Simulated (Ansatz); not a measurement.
# SiO2 under a change: O → C

Start from SiO₂ in the rutile structure (space group P4_2/mnm, No. 136; a = 4.1852 Å, c = 2.6688 Å).

The change: full substitution O → C; the structure is relaxed again.

All numbers come from DFT with r2SCAN, PAW potentials and a 500 eV plane-wave cutoff in Ansatz (a first-principles code), without spin-orbit coupling. k-mesh 10×10×16 (Γ-centred); smearing 0.05 eV (Fermi–Dirac), for the changed cell.

```json
{
 "volume_per_atom": "10.02 Å³ (base 7.79 Å³)",
 "density": "2.88 g/cm³ (base 4.27 g/cm³)",
 "lattice_parameter_a": "452.8 pm (base 418.5 pm)",
 "c/a ratio": "0.647 (base 0.638)",
 "band_gap": "zero (base 6.51 eV)"
}
```

Final structure:

```
CELL_PARAMETERS angstrom
      4.52791     0.00000     0.00000
      0.00000     4.52791     0.00000
      0.00000     0.00000     2.93105
ATOMIC_POSITIONS crystal
  Si 0.50000 0.50000 0.50000
  Si 0.00000 0.00000 0.00000
  C  0.79227 0.79227 0.50000
  C  0.29227 0.70773 0.00000
  C  0.70773 0.29227 0.00000
  C  0.20773 0.20773 0.50000
```

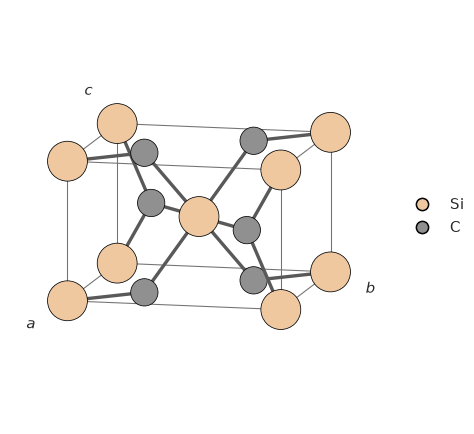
Figure: The relaxed conventional cell after the change

Stability against distortions was not tested. As relaxed here, SiC2 is a hypothetical phase, not in the database extracts checked. All final runs are without spin polarisation.
